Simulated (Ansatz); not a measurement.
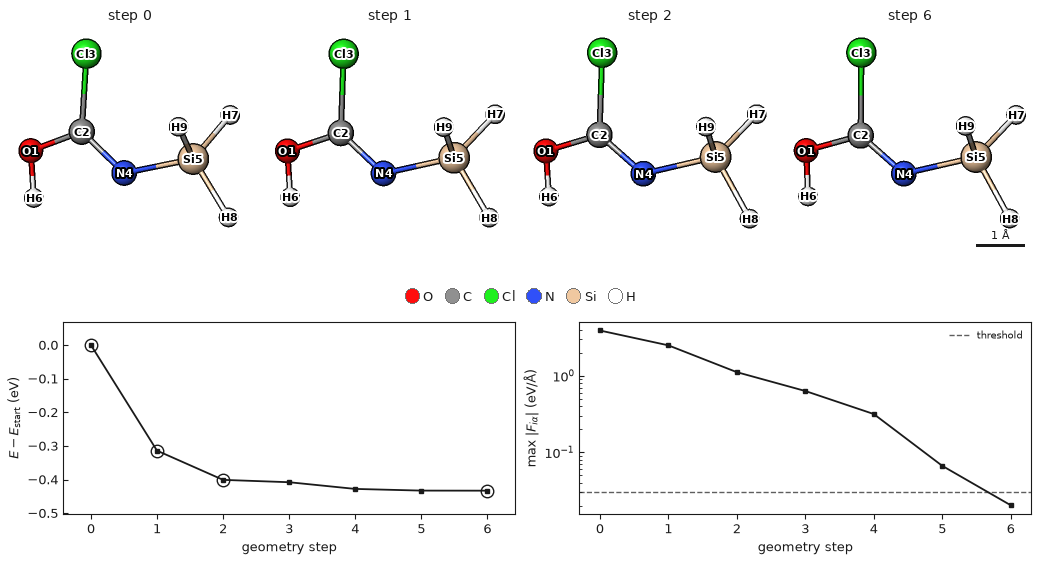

Frames of a relaxation of CH$_{4}$ClNOSi (coarse preliminary run), marked on the history of the run. The picture is a ball-and-stick view, seen from a free direction.

The start comes from a force field.

All numbers below come from Ansatz, RKS PBE-D4/def2-SVP.

The input:
```yaml
crystal:
  periodic: [false, false, false]
  atoms:
    - {symbol: O, position_ang: [-1.507600, 1.431000, 1.123700]}
    - {symbol: C, position_ang: [-0.516000, 0.668900, 0.845800]}
    - {symbol: Cl, position_ang: [0.576200, 0.429500, 2.096200]}
    - {symbol: N, position_ang: [-0.435500, 0.203600, -0.347900]}
    - {symbol: Si, position_ang: [0.743800, -0.871100, -0.911600]}
    - {symbol: H, position_ang: [-2.081700, 1.516300, 0.294600]}
    - {symbol: H, position_ang: [2.063400, -0.148000, -0.811100]}
    - {symbol: H, position_ang: [0.493200, -1.217500, -2.305300]}
    - {symbol: H, position_ang: [0.752700, -2.059100, -0.001500]}
basis:
  gaussian: {orbitals: def2-SVP}
hamiltonian: {xc: pbe, dispersion: d4}
relax: {f_tol: 0.03, max_steps: 200}
```

Run as
```bash
ansatz run in.yaml --threads 4 --pin off --events-out ev --progress --plain --max-ram 10444MiB
```

> What happens along the run?

The largest move after the best rigid fit is that of H9, 0.16 Å. Largest moves by element: H 0.16 Å, O 0.12 Å, Cl 0.11 Å, C 0.09 Å, Si 0.07 Å, N 0.02 Å. Near-neighbour distances that change, for instance: Cl3–Si5 3.281 → 3.391 Å, C2–Cl3 1.677 → 1.781 Å, N4–Si5 1.692 → 1.760 Å, O1–C2 1.281 → 1.341 Å. Bond angles that change, for instance: O1–C2–N4 117.8° → 125.6°, O1–C2–Cl3 115.3° → 108.3°, N4–Si5–H7 106.4° → 110.6°. The energy falls by 0.433 eV in 6 geometry steps. The largest force component goes from 3.9 to 0.02 eV/Å. The run took 9.5 s on 4 threads of Arm Neoverse V1, on a shared host. From step 0 to 1: H atoms move most (0.11 Å), energy −0.314 eV. From step 1 to 2: C2 moves most (0.07 Å), energy −0.087 eV. From step 2 to 6: C2 moves most (0.05 Å), energy −0.032 eV.

```json
{"step": "0", "E − E(0), eV": "0.0000", "largest force component, eV/Å": "3.9006"}
{"step": "1", "E − E(0), eV": "-0.3140", "largest force component, eV/Å": "2.4966"}
{"step": "2", "E − E(0), eV": "-0.4010", "largest force component, eV/Å": "1.1150"}
{"step": "3", "E − E(0), eV": "-0.4080", "largest force component, eV/Å": "0.6328"}
{"step": "4", "E − E(0), eV": "-0.4279", "largest force component, eV/Å": "0.3167"}
{"step": "5", "E − E(0), eV": "-0.4329", "largest force component, eV/Å": "0.0667"}
{"step": "6", "E − E(0), eV": "-0.4331", "largest force component, eV/Å": "0.0204"}
```
